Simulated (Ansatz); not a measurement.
## Geometry relaxation, with input and output: CuHO

The run: geometry relaxation of CuHO. Method and program: RKS PBE-D4/def2-TZVP (Ansatz 0.2.0).

Figures and captions count atoms from 1; the log counts them from 0 in places.

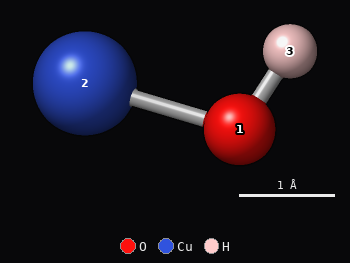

The input geometry (ball-and-stick view, seen at an oblique angle; atoms are numbered from 1 in the order of the input). Sticks mark near contacts.

### Input
```yaml
crystal:
  periodic: [false, false, false]
  atoms:
    - { symbol: O, position_ang: [-0.334244, -0.458956, -0.241287] }
    - { symbol: Cu, position_ang: [1.13765, 0.013601, 0.626959] }
    - { symbol: H, position_ang: [-0.814306, 0.380555, -0.398871] }
basis:
  gaussian: { orbitals: def2-TZVP }
hamiltonian:
  xc: pbe
  dispersion: d4
output:
  forces: true
relax:
  f_tol: 0.003
  max_steps: 120
```

Launched with:
```bash
ansatz run input.yaml --threads 1 --pin off --max-ram 2560MiB --backend cpu --events-out ev --progress --plain --runs-dir out
```

### What the program printed
```
The last accepted step is kept in [file] (removed where the run ends without a failure and the disk answers)
Engine: ansatz 0.2.0, aarch64-unknown-linux-gnu
Functional definition: PBE
  parameter kappa = 0.804
  parameter beta = 0.06672455060314922
  exchange = pbe_x(kappa = kappa, mu = beta*pi^2/3)
  correlation = pbe_c(beta = beta)
648 factors; their error is unknown
mean field evaluation 1: about -46685.2359 eV, gradient 8.5e1 eV
mean field evaluation 2: about -46483.7993 eV, gradient 3.8e2 eV
mean field evaluation 4: about -46690.2858 eV, gradient 7.3e1 eV
mean field evaluation 8: about -46696.0023 eV, gradient 5.4e-2 eV
mean field evaluation 16: about -46695.9710 eV, gradient 8.7e-5 eV
mean field -46695.97097836 eV, -1716.0452817887 hartree, gradient 8.2e-6 eV, S^2 0.000000; 0 other end points of the search recorded, 0 dependent functions left out
the calculation of the forces begins
reference -46695.97101714 eV, -1716.0452832138 hartree; 19, 19 occupied and 63, 63 virtual orbitals, 648 factors
relax step   1: F+E_penalty+E_count = -46695.99718053 eV  Δ(F+E_penalty+E_count) = +0.000e0 eV  max|allowed force component| = 2.571e-1 eV/Å  Δτ_max = 0.0000 Å  (30 SCF iters, accepted)
these checks for a lower state are left out or cut short: starts, cluster_reference, orbital_swaps, neighbouring_geometries, increment
648 factors; their error is unknown
mean field -46695.97265758 eV, -1716.0453434991 hartree, gradient 1.2e-5 eV, S^2 0.000000; 0 other end points of the search recorded, 0 dependent functions left out
the calculation of the forces begins
reference -46695.97269634 eV, -1716.0453449234 hartree; 19, 19 occupied and 63, 63 virtual orbitals, 648 factors
relax step   2: F+E_penalty+E_count = -46695.99884553 eV  Δ(F+E_penalty+E_count) = -1.665e-3 eV  max|allowed force component| = 1.305e-1 eV/Å  Δτ_max = 0.0053 Å  (30 SCF iters, accepted)
these checks for a lower state are left out or cut short: starts, cluster_reference, orbital_swaps, neighbouring_geometries, increment
648 factors; their error is unknown
mean field evaluation 32: about -46695.9735 eV, gradient 3.2e-3 eV
mean field -46695.97349901 eV, -1716.0453744208 hartree, gradient 1.2e-5 eV, S^2 0.000000; 0 other end points of the search recorded, 0 dependent functions left out
the calculation of the forces begins
reference -46695.97353773 eV, -1716.0453758438 hartree; 19, 19 occupied and 63, 63 virtual orbitals, 648 factors
relax step   3: F+E_penalty+E_count = -46695.99967024 eV  Δ(F+E_penalty+E_count) = -8.247e-4 eV  max|allowed force component| = 1.216e-2 eV/Å  Δτ_max = 0.0085 Å  (30 SCF iters, accepted)
these checks for a lower state are left out or cut short: starts, cluster_reference, orbital_swaps, neighbouring_geometries, increment
648 factors; their error is unknown
mean field -46695.97349990 eV, -1716.0453744537 hartree, gradient 1.2e-5 eV, S^2 0.000000; 0 other end points of the search recorded, 0 dependent functions left out
the calculation of the forces begins
reference -46695.97353863 eV, -1716.0453758770 hartree; 19, 19 occupied and 63, 63 virtual orbitals, 648 factors
relax step   4: F+E_penalty+E_count = -46695.99967132 eV  Δ(F+E_penalty+E_count) = -1.082e-6 eV  max|allowed force component| = 8.377e-3 eV/Å  Δτ_max = 0.0009 Å  (31 SCF iters, accepted)
these checks for a lower state are left out or cut short: starts, cluster_reference, orbital_swaps, neighbouring_geometries, increment
648 factors; their error is unknown
mean field -46695.97350266 eV, -1716.0453745553 hartree, gradient 1.2e-5 eV, S^2 0.000000; 0 other end points of the search recorded, 0 dependent functions left out
the calculation of the forces begins
reference -46695.97354139 eV, -1716.0453759784 hartree; 19, 19 occupied and 63, 63 virtual orbitals, 648 factors
relax step   5: F+E_penalty+E_count = -46695.99967354 eV  Δ(F+E_penalty+E_count) = -2.223e-6 eV  max|allowed force component| = 1.416e-3 eV/Å  Δτ_max = 0.0004 Å  (31 SCF iters, accepted)
648 factors; their error is unknown
mean field evaluation 64: about -46696.0019 eV, gradient 1.3e0 eV
```

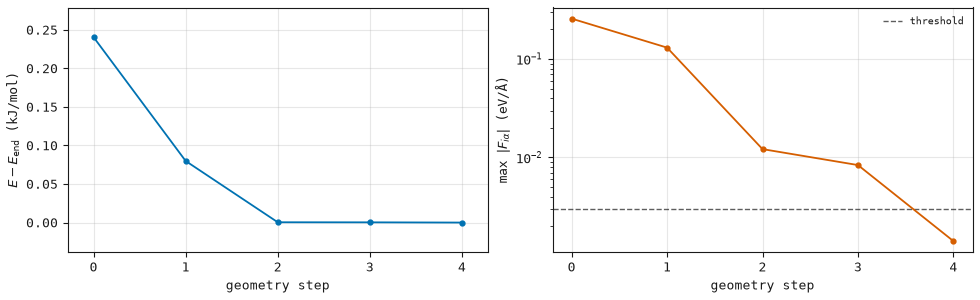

Progress of the relaxation, step by step (the first geometry is step 0 here and step 1 in the log). After 4 geometry steps the energy has fallen by 0.24 kJ/mol. Largest force component: 0.26 eV/Å at the start, 0.0014 eV/Å at the end. The atom that moves furthest after the best rigid fit is Cu2 (0.014 Å). By element the largest moves are Cu 0.014 Å, H 0.012 Å, O 0.007 Å. Among the contacts that change: O1–Cu2 1.773 → 1.786 Å. (Atoms are counted from 1 in the order of the input.)

```
mean field -46695.97350266 eV, -1716.0453745553 hartree, gradient 1.2e-5 eV, S^2 0.000000; 1 other end points of the search recorded, 0 dependent functions left out
the calculation of the forces begins
reference -46695.97354139 eV, -1716.0453759784 hartree; 19, 19 occupied and 63, 63 virtual orbitals, 648 factors
Total energy: -46695.99971227 eV, -1716.0463377404 hartree
Atom 0 at    -0.336518    -0.452452    -0.241714 Å, force     0.000946    -0.001355     0.000348 eV/Å
Atom 1 at     1.149747     0.010696     0.633237 Å, force    -0.000010    -0.000061    -0.000013 eV/Å
Atom 2 at    -0.824129     0.376956    -0.404722 Å, force    -0.000936     0.001416    -0.000335 eV/Å
Dipole moment:     0.493931     0.395053     0.321252 e Å
```

### Trajectory as extended XYZ (Å, eV, eV/Å), 5 frames, from step=1 to step=5
```
3
Properties=species:S:1:pos:R:3:forces:R:3 step=1 energy=-46695.99718
O    -0.3342   -0.4590   -0.2413   -0.2571   0.1226  -0.1257
Cu    1.1377    0.0136    0.6270    0.2214   0.0388   0.1265
H    -0.8143    0.3806   -0.3989    0.0357  -0.1614  -0.0008
3
Properties=species:S:1:pos:R:3:forces:R:3 step=2 energy=-46695.99885
O    -0.3355   -0.4562   -0.2416   -0.1305   0.0432  -0.0662
Cu    1.1423    0.0126    0.6294    0.1299   0.0207   0.0740
H    -0.8177    0.3788   -0.4009    0.0006  -0.0639  -0.0078
3
Properties=species:S:1:pos:R:3:forces:R:3 step=3 energy=-46695.99967
O    -0.3367   -0.4529   -0.2419   -0.0001   0.0122   0.0015
Cu    1.1496    0.0109    0.6332   -0.0034  -0.0023  -0.0022
H    -0.8238    0.3772   -0.4045    0.0035  -0.0098   0.0007
3
Properties=species:S:1:pos:R:3:forces:R:3 step=4 energy=-46695.99967
O    -0.3362   -0.4522   -0.2415   -0.0084   0.0008  -0.0045
Cu    1.1498    0.0105    0.6333    0.0045   0.0025   0.0028
H    -0.8245    0.3769   -0.4049    0.0039  -0.0033   0.0017
3
Properties=species:S:1:pos:R:3:forces:R:3 step=5 energy=-46695.99967
O    -0.3365   -0.4525   -0.2417    0.0009  -0.0014   0.0003
Cu    1.1497    0.0107    0.6332    0.0000  -0.0001   0.0000
H    -0.8241    0.3770   -0.4047   -0.0009   0.0014  -0.0003
```

### Results in brief

| quantity | value |
| --- | --- |
| outcome | converged |
| total energy | −46695.9997 eV |
| mean-field energy | −46695.9735 eV |
| largest force (length of the vector) at the end | 0.002 eV/Å |
| hardware | 1 thread of Arm Neoverse N1, 98 GiB of memory available, shared host |
| wall time | 15 s |
| peak memory | 0.12 GiB |
